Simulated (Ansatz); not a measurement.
Frozen-phonon scan for Al (fcc, Cu type)

Al (fcc, Cu type)

```xyz
2
Lattice="0.0000 4.0400 4.0400 2.0200 2.0200 4.0400 2.0200 2.0200 0.0000" Properties=species:S:1:pos:R:3 pbc="T T T"
Al     0.0000     0.0000     0.0000
Al     2.0200     4.0400     6.0600
```

The atoms are displaced by Q × the pattern below (from a DFPT mode at X = (0.5, 0.5, 0.0), largest move 1; Q in Å), at fixed cell. (q is in reciprocal vectors of the primitive cell; the cell shown is doubled to hold the pattern.)

```tsv
atom	x	y	z
Al1	0.000	0.000	-1.000
Al2	0.000	0.000	1.000
```

These are PBE (plane waves to 420 eV, PAW, scalar-relativistic; Ansatz, an electronic-structure program) values and carry that method's errors. k mesh 20×20×20 (Γ-centred), Fermi-Dirac smearing 0.05 eV. The energy includes the smearing's −TS. With partly filled bands, energies and forces of such displacements shift with the k mesh and the smearing. Al was relaxed with its symmetry unable to fall. The PAW data are Ansatz's earlier set. ΔE is measured from the undisplaced structure.

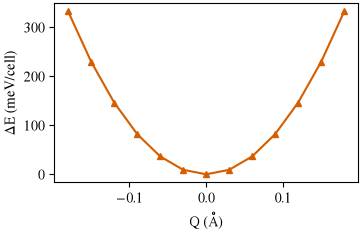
Figure. ΔE (meV/cell) against Q (Å); computed points joined by lines.

The energy at Q = 0.180 Å comes out as 332 meV/cell. Wavenumber by perturbation theory (DFPT, on another k mesh): 321 cm⁻¹. Symmetry of the curve: even: the same for both signs. Shape of the curve: a single well with its minimum at or next to zero displacement. Harmonic wavenumber from the curvature (finite differences): 320 cm⁻¹.

E″ = 20.35 eV/Å², M = Σ mᵢ|uᵢ|² = 54.0 u, ν̃ = 521.5·√(|E″|/M).

(A displaced cell: forces are minus the slopes of the energy, force constants its curvatures, and phonons follow from these.)
